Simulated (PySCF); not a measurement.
# BiH3S3 (Bi(SH)32+): the cost of one run

Program: PySCF 2.14.0. Level of theory: TPSS, Bi def2-SVP with ECP60, S def2-SVP, H def2-SVP; scalar-relativistic core potentials, no spin–orbit coupling. These are calculated values, not measurements.

4 further runs of the same task are left out: 2 for a known fault of the program, 1 that didn't finish, 1 set aside as unsound or not needed.

**1. The starting structure**

7 atoms, charge 2, spin multiplicity 1.

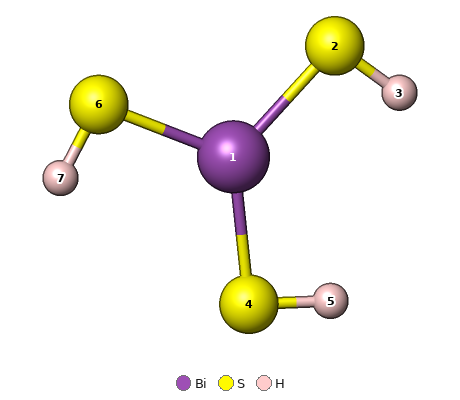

The structure; bismuth purple, sulfur yellow, hydrogen pink; atoms are numbered from 1 in the order of the file.

Coordinates:

```xyz
7

Bi    0.6277   -0.2054    0.1037
S    -0.3858    0.4635    2.2707
H    -1.6751    0.5192    1.8056
S    -0.3887   -0.5294   -2.1522
H    -1.6765   -0.2681   -1.7586
S     3.0749   -0.4423    0.3589
H     3.2954   -0.7645   -0.9568
```

Formal oxidation states: Bi +5. An earlier session relaxed this geometry at TPSS, Bi def2-SVP with ECP60, S def2-SVP, H def2-SVP (singlet, point group C1).

Its energy there is -1409.901883 Eh.

**2. Atoms moved at random, σ = 0.06 Å**

The input, run.py (the lines that set the calculation):

```python
mol = gto.M(atom='''
Bi     0.65787    -0.30315     0.15816
S     -0.33299     0.44481     2.31961
H     -1.72476     0.55990     1.81506
S     -0.46461    -0.54698    -2.20265
H     -1.65658    -0.27948    -1.82447
S      3.05528    -0.39633     0.27813
H      3.33758    -0.70570    -0.87263''',
    basis={'Bi': 'def2-SVP', 'S': 'def2-SVP', 'H': 'def2-SVP'},
    ecp={'Bi': 'def2-SVP'},
    charge=2, spin=0)
mf = dft.RKS(mol, xc='TPSS')
mf.grids.atom_grid = (50, 194)
mf = mf.density_fit()  # fitting sets: Bi def2-universal-JKFIT, S def2-universal-JKFIT, H def2-universal-JKFIT
mf.conv_tol = 1e-08; mf.max_cycle = 55
mf.kernel(dm0)  # dm0: the density of the relaxed state
```

Launch:

```bash
> OMP_NUM_THREADS=2 python run.py
```

**Question.** How long does this run take on 2 threads of Intel Xeon Platinum 8488C (Sapphire Rapids), shared host?

About 5.4 s.
